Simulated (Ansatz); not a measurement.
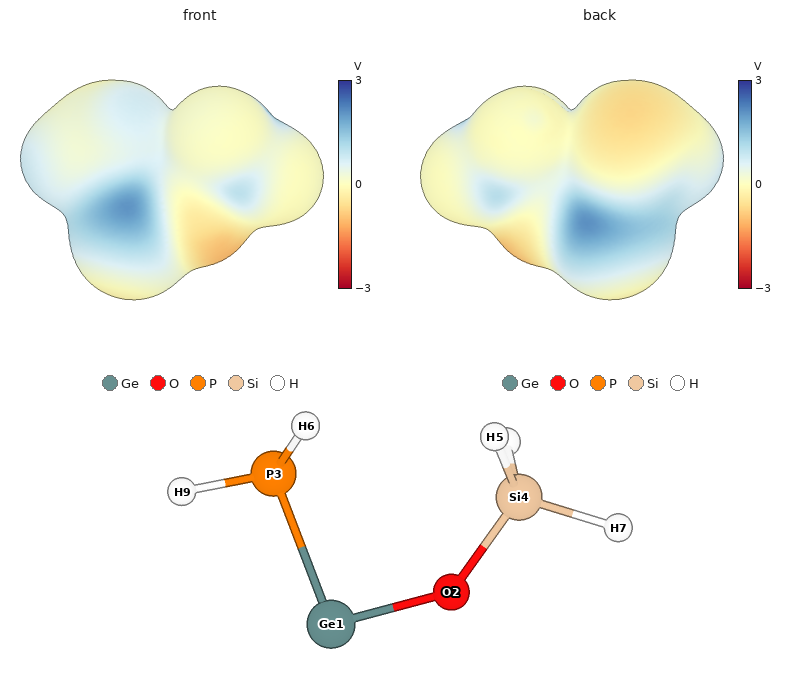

The picture shows: GeH5OPSi (SMILES [SiH3][O][Ge]#[PH2]). The electrostatic potential painted on the density surface at 0.002 e/bohr³, seen from the front and from behind; red is negative and blue positive. The bare structure is drawn below in the same view.

Geometry: PBE0-D3(BJ)/pcseg-1.

All numbers below come from isolated molecule in a Gaussian basis; Kohn-Sham density functional theory, functional PBE0 (Ansatz).

```yaml
atoms:
  - { symbol: Ge, position_ang: [-0.3450, -1.5715, -0.0106] }
  - { symbol: O, position_ang: [0.6161, -0.1531, 0.5993] }
  - { symbol: P, position_ang: [-1.7982, -0.4089, -1.5166] }
  - { symbol: Si, position_ang: [0.6868, 1.5032, 0.4078] }
  - { symbol: H, position_ang: [-0.4728, 2.1505, 1.0912] }
  - { symbol: H, position_ang: [-2.2386, 0.5642, -0.5699] }
  - { symbol: H, position_ang: [1.9562, 1.9935, 1.0106] }
  - { symbol: H, position_ang: [0.6429, 1.8638, -1.0407] }
  - { symbol: H, position_ang: [-2.8828, -1.3115, -1.3057] }
```

Which sites attract a positive test charge, and which a negative one?

Answer. A positive charge is drawn to the negative regions and a negative charge to the positive ones. The most negative region (about −1.0 V) lies over O2, the most positive (about +2.0 V) over Ge1.

What dipole moment does the calculation give?

Answer. Its dipole moment is 0.85 D.
